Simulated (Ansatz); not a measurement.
Au (fcc, Cu type)

```
CELL_PARAMETERS angstrom
      0.00000     4.12408     4.12408
      2.06204     2.06204     4.12408
      2.06204     2.06204     0.00000
ATOMIC_POSITIONS crystal
  Au 0.00000 0.00000 0.00000
  Au 0.50000 0.00000 0.00000
```

A phonon eigenvector at X = (0.5, 0.5, 0.0) is frozen into this cell: atom i moves by Q times the vector below, so Q is the largest atomic displacement, in Å. The cell is held. (q is in reciprocal vectors of the primitive cell; the cell shown is doubled to hold the pattern.)

```tsv
atom	x	y	z
Au1	0.000	0.000	-1.000
Au2	0.000	0.000	1.000
```

The numbers are results of r2SCAN (plane waves to 500 eV, PAW, scalar-relativistic; Ansatz, an electronic-structure program), not measurements. k mesh 19×19×19 (Γ-centred), Fermi-Dirac smearing 0.05 eV. E stands for the smeared free energy. With partly filled bands, energies and forces of such displacements shift with the k mesh and the smearing. Au was relaxed with its symmetry unable to fall. Spin-orbit coupling is left out, though Au is heavy. The zero of ΔE is the undisplaced structure.

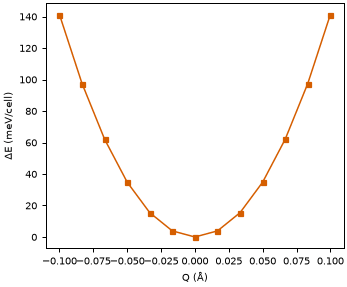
*ΔE (meV/cell) against Q (Å); computed points joined by lines.*

### Question
What is the energy change at Q = 0.100 Å?

### Answer
About 140 meV/cell.

### Question
What harmonic wavenumber does the curvature at Q = 0 give?

### Answer
About 140 cm⁻¹.

(A displaced cell: forces are minus the slopes of the energy, force constants its curvatures, and phonons follow from these.)
